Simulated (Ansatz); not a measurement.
# C3H5BO: rigid torsion scan, by script

Aim: a rigid torsion scan, for C3H5BO, run from a script. SMILES: OCB1C=C1.

All numbers are computed with Ansatz 0.2.0 through its Python package. Level of theory: Hartree-Fock/def2-SVP.

## (1) The structure

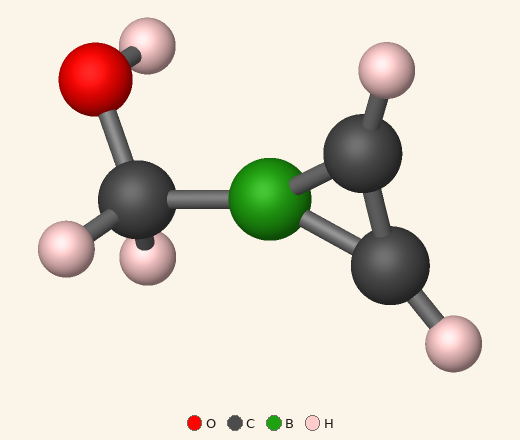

The starting structure, viewed from a chosen angle; oxygen red, carbon dark grey, boron green, hydrogen pink.

No structure file is read: the coordinates are typed or built in the script.

## (2) The code

torsion_c3h5bo.py

```python
from dataclasses import dataclass

import ansatz as az
from ase import Atoms


@dataclass
class Settings:
    basis: str = "def2-SVP"
    xc: str = "hf"
    force_tol: float = 0.02


opts = Settings()

atoms = Atoms(["O", "C", "B", "C", "C", "H", "H", "H", "H", "H"], positions=[
    (-1.444, -1.5099, 0.1938),
    (-0.1746, -1.2554, -0.2321),
    (0.2194, 0.2559, 0.0285),
    (0.2798, 1.5157, 0.8516),
    (1.1021, 1.4439, -0.2507),
    (-2.0789, -1.1141, -0.5478),
    (0.5268, -1.9163, 0.3533),
    (-0.0106, -1.4696, -1.3191),
    (-0.206, 2.0698, 1.7356),
    (1.869, 1.929, -0.8101),
])

first = (
    az.Crystal.molecule_from_ase(atoms).calculation()
    .basis(gaussian=opts.basis)
    .functional(opts.xc)
    .relax(force_tolerance=opts.force_tol, max_steps=80)
)
atoms.positions = first.run().report["positions_ang"]

start = atoms.get_dihedral(3, 2, 1, 0)
energies = {}
for turn in range(0, 360, 40):
    turned = atoms.copy()
    turned.set_dihedral(3, 2, 1, 0, start + turn, indices=[0, 1, 5, 6, 7])
    calculation = (
        az.Crystal.molecule_from_ase(turned).calculation()
        .basis(gaussian=opts.basis)
        .functional(opts.xc)
    )
    energies[round((start + turn) % 360)] = calculation.run().report["free_energy_ev"]
floor = min(energies.values())
print("dihedral C3-B2-C1-O0 (deg)   E - E(min) (kJ/mol)")
for angle, e in sorted(energies.items()):
    print(f"{angle:8d} {96.485332 * (e - floor):14.3f}  " + "#" * int(30 * (e - floor) / max(max(energies.values()) - floor, 1e-9)))
```

## (3) Running it

The run is started by

```
$ python torsion_c3h5bo.py
```

The log of the run:

```text
dihedral C3-B2-C1-O0 (deg)   E - E(min) (kJ/mol)
      29          6.597  ############
      69         15.366  #############################
     109         11.933  #######################
     149          2.200  ####
     189          2.080  ####
     229         11.914  #######################
     269         15.539  ##############################
     309          6.584  ############
     349          0.000
```

It took 17 s on 1 thread of Intel Xeon Platinum 8559C (Emerald Rapids), shared host; peak memory 0.25 GiB.

## (4) The relaxation of run 0, step by step

The steps of the relaxation:

| step | E - E(step 1) (eV) | largest force component (eV/Å) |
| --- | --- | --- |
| 1 | 0.0000 | 4.6112 |
| 2 | -0.7028 | 1.1971 |
| 3 | -0.7946 | 0.4935 |
| 4 | -0.8216 | 0.3439 |
| 5 | -0.8374 | 0.4690 |
| 6 | -0.8457 | 0.3128 |
| 7 | -0.8555 | 0.0833 |
| 8 | -0.8557 | 0.1163 |
| 9 | -0.8582 | 0.1418 |
| 10 | -0.8588 | 0.0746 |
| 11 | -0.8589 | 0.0609 |
| 12 | -0.8590 | 0.0069 |

Step 1 is the start.

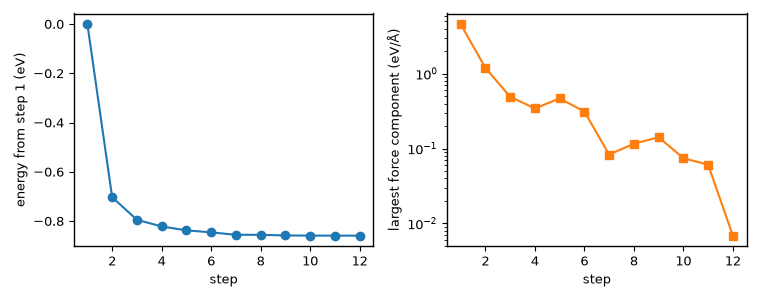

Energy and largest force along the relaxation.

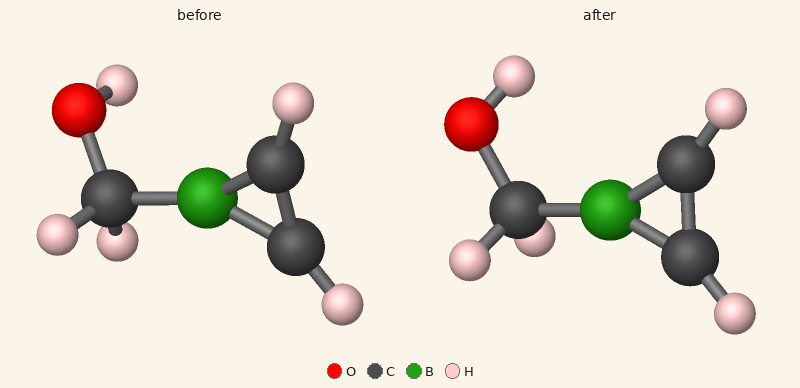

The structure before (left) and after (right) the relaxation, drawn at the same scale.

Before: Bond lengths: O1–C2 1.363 Å, C2–B3 1.583 Å, B3–C4 1.506 Å, B3–C5 1.506 Å, C4–C5 1.377 Å, O1–H6 1.053 Å, C2–H7 1.128 Å, C2–H8 1.120 Å, C4–H9 1.151 Å, C5–H10 1.066 Å. Angles (14 of 16 angles, heavy atoms first): O1–C2–B3 111.0°, C2–B3–C4 153.9°, C2–B3–C5 150.2°, C4–B3–C5 54.4°, B3–C4–C5 62.8°, B3–C5–C4 62.8°, O1–C2–H7 107.9°, O1–C2–H8 113.8°, B3–C2–H7 108.6°, B3–C2–H8 107.8°, C2–O1–H6 105.7°, B3–C4–H9 143.7°, C5–C4–H9 153.1°, B3–C5–H10 151.4°.

After: Bond lengths: O1–C2 1.403 Å, C2–B3 1.575 Å, B3–C4 1.474 Å, B3–C5 1.473 Å, C4–C5 1.340 Å, O1–H6 0.943 Å, C2–H7 1.092 Å, C2–H8 1.099 Å, C4–H9 1.080 Å, C5–H10 1.080 Å. Angles (14 of 16 angles, heavy atoms first): O1–C2–B3 115.5°, C2–B3–C4 153.3°, C2–B3–C5 152.6°, C4–B3–C5 54.1°, B3–C4–C5 62.9°, B3–C5–C4 63.0°, O1–C2–H7 106.9°, O1–C2–H8 111.2°, B3–C2–H7 108.9°, B3–C2–H8 108.6°, C2–O1–H6 109.7°, B3–C4–H9 158.7°, C5–C4–H9 138.4°, B3–C5–H10 158.6°.

Run 0 is this relaxation; the runs after it count from 1.

## (5) Run by run

The 9 runs, in the order started:

| run | turn (°) | energy from run 1 (eV) | SCF cycles | CPU time (s) |
| --- | --- | --- | --- | --- |
| 1 | 0 | 0.0000 | 12 | 0.31 |
| 2 | 40 | 0.0684 | 12 | 0.31 |
| 3 | 80 | 0.1593 | 12 | 0.31 |
| 4 | 120 | 0.1237 | 12 | 0.31 |
| 5 | 160 | 0.0228 | 12 | 0.31 |
| 6 | 200 | 0.0216 | 12 | 0.31 |
| 7 | 240 | 0.1235 | 12 | 0.31 |
| 8 | 280 | 0.1611 | 12 | 0.31 |
| 9 | 320 | 0.0682 | 12 | 0.32 |

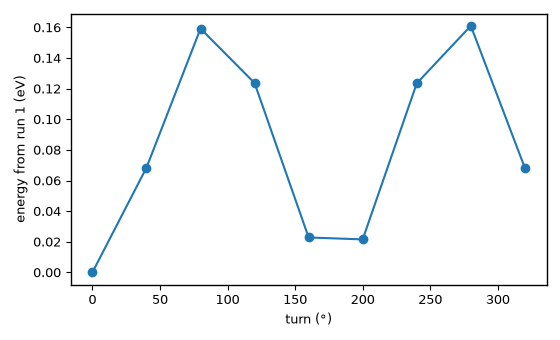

Energy against turn; lines join the points.

## (6) Outcome

```
              quantity     value
         runs compared         9
       range of energy  0.161 eV
lowest point, turn (°)         0
```

What this shows: The lowest point lies at a turn of 0°, the highest 0.161 eV (15.5 kJ/mol) above it at 280°. The grid can miss the true lowest and highest points, and the rest of the molecule is held rigid. Run 0: After 11 moves the largest shift is 0.712 Å, of atom 6 (H). The scan is rigid and the energies are electronic, in a modest basis. With rigid groups the curve can differ much from the relaxed path, the start wasn't checked as a minimum of this torsion, and equivalent turns needn't return to the same energy.
